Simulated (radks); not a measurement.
The Pm³⁺ ion; electrons: [Kr] 4d10 4f5 5s2 5p5 (4f5/2: 5, 5p1/2: 1, 5p3/2: 4). The calculation used the in-house radial solver radks at this level: Dirac Kohn-Sham, PBE, spin-unpolarised, spherical densities, finite nucleus.

```
Z 61
configuration [Kr] 4d10 4f5 4f0 5s2 5p1 5p4
relativity Dirac
functional pbe,pbe
spin unpolarised
j_filling energy
nucleus finite rms 4.962 fm
c 137.035999084
```

Wanted: the number of electrons inside radius r (solid) and the radial density 4πr²ρ (dashed).

The count levels off at 58 electrons. Half of them lie within 0.396 bohr, 90 % within 1.35 bohr and 99 % within 2.46 bohr. The radial density has minima at 0.0314, 0.132 and 0.400 bohr, where the count stands at 2.0, 11.2 and 29.2; these part the shells that the density resolves.

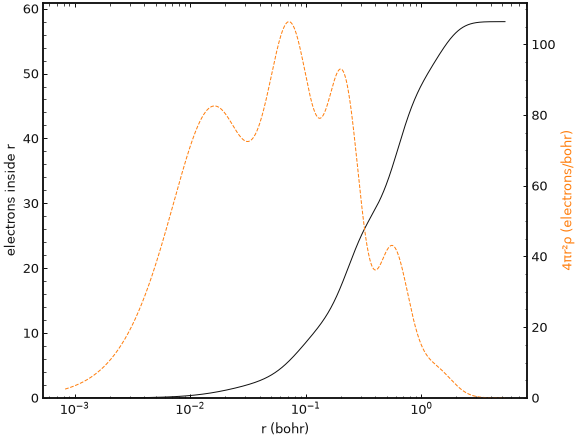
